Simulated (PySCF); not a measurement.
**C₅H₅FOSi: density, localisation and related maps**

```xyz
13

C     2.7179    0.0250    1.0782
C     1.9245   -0.1231    0.1850
Si    0.7075   -0.3658   -1.1597
C    -1.0555    0.3523   -0.8199
C    -1.1931    1.2062    0.3488
O    -1.5663    2.3551    0.3238
C    -0.9324   -1.1665   -0.6562
F    -1.0947   -1.6414    0.6182
H     3.4047    0.1594    1.8638
H     1.1403   -0.4486   -2.5397
H    -1.6259    0.6876   -1.6787
H    -0.8865    0.7264    1.2975
H    -1.5449   -1.7663   -1.3237
```

Geometry: GFN2-xTB.

Level of theory: CAM-B3LYP/def2-SVPD, SCF density, gas phase in PySCF 2.14.0.

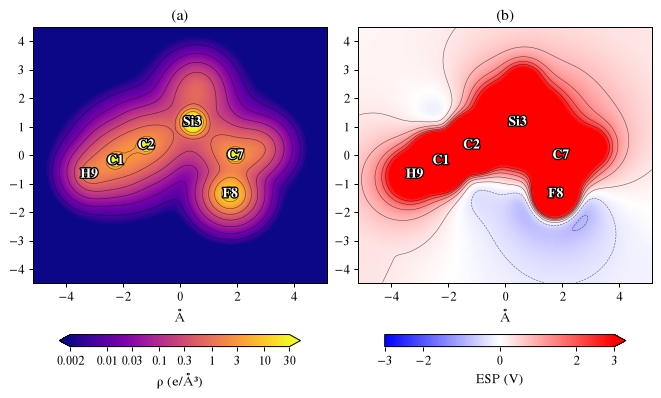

Figure 1. (a) total electron density; (b) molecular electrostatic potential on the plane of atoms C2, Si3 and C7.

### Describe what can be read from this map.

The section cuts through C, Si, F and H sites. C–C (1.20 Å): the density is about 2.7 e/Å³ at the midpoint. C–F (1.37 Å): ρ is about 2.1 e/Å³ halfway, with its minimum of 1.6 e/Å³ about 0.5 Å from C. C–Si (1.83 Å): ρ is about 0.97 e/Å³ halfway. C–H (1.05 Å): the density is about 2.1 e/Å³ at the midpoint. C–Si (1.89 Å): the density is about 0.87 e/Å³ at the midpoint. Outside the dense part of the molecule the potential is most negative (−0.9 V) near F8.

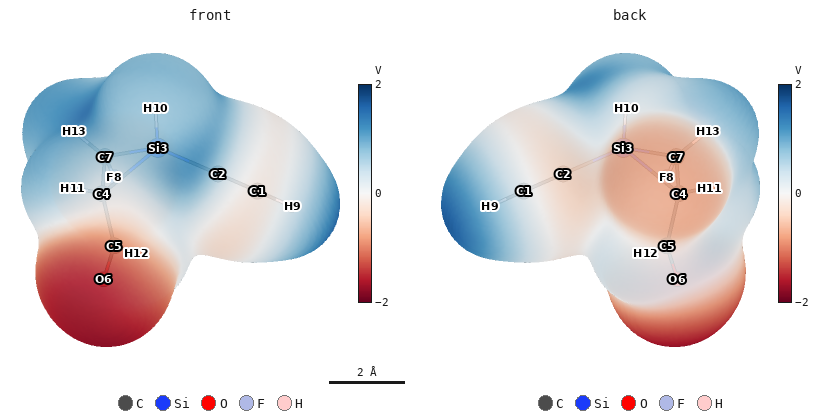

Figure 2. The molecular electrostatic potential painted on the density surface at 0.001 e/bohr³, seen from the front and from behind; red is negative and blue positive.

### Which sites attract a positive test charge, and which a negative one?

A positive charge is drawn to the negative regions and a negative charge to the positive ones. The most negative region (about −1.7 V) lies over O6, the most positive (about +1.6 V) over H9. O6 is the likeliest acceptor of a hydrogen bond.
